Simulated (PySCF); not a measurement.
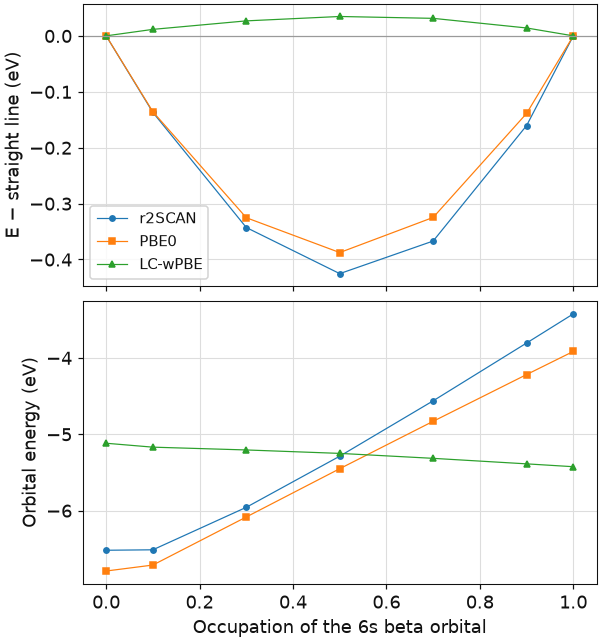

One 6s beta orbital of neutral promethium ([Xe] 4f⁵ 6s²) is emptied in steps. The plot gives the energy less the straight line between the integer ends; the lower panel gives the orbital energy. PySCF, def2-TZVP with a 28-electron core potential, unrestricted single determinants, no spin-orbit coupling.

Describe the curvature of each method.

r2SCAN: convex (delocalisation error), largest departure −0.43 eV, removal energy 5.220 eV, orbital energy from −3.42 eV when full to −6.52 eV when empty; PBE0: convex (delocalisation error), largest departure −0.39 eV, removal energy 5.455 eV, orbital energy from −3.92 eV when full to −6.79 eV when empty; LC-wPBE: concave (localisation error), largest departure 0.035 eV, removal energy 5.266 eV, orbital energy from −5.43 eV when full to −5.12 eV when empty. The measured removal energy is 5.582 eV. The exact energy is a straight line between whole electron numbers.
